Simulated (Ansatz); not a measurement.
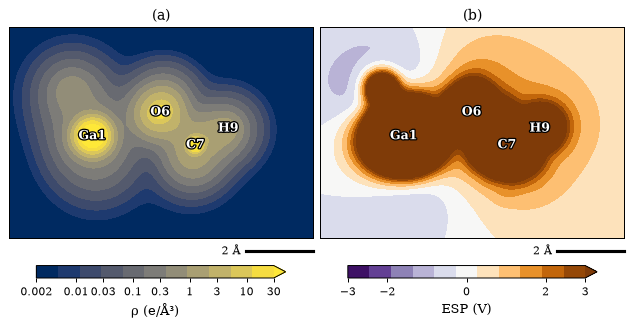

*CH$_{7}$GaO. (a) electron density; (b) electrostatic potential on the plane of atoms Ga1, O6 and C7.*

Theory: Ansatz 0.2.0, RKS r2SCAN-D4/def2-SVP.

```xyz
10

Ga    0.3232   -1.6319   -0.1262
H     1.7461   -1.9496   -0.7168
H    -0.9646   -1.9191   -0.9771
H     0.1702   -1.5603    1.4437
H     1.3184    0.7950   -0.2514
O     0.4305    0.4727   -0.4653
C    -0.5551    1.2985    0.1627
H    -0.4738    1.2582    1.2613
H    -0.4627    2.3365   -0.1921
H    -1.5323    0.8998   -0.1388
```

**What do the fields say about this system?**

Atoms in the plane: Ga, O, C and H.
C–O (1.43 Å): ρ at the midpoint is about 1.9 e/Å³, with its minimum of 1.6 e/Å³ about 0.5 Å from C.
Ga–O (2.13 Å): the density is about 0.38 e/Å³ at the midpoint.
C–H (1.10 Å): the density is about 2 e/Å³ at the midpoint.
Outside the dense part of the molecule the potential is most negative (−0.9 V) near H2, which lies off the plane.
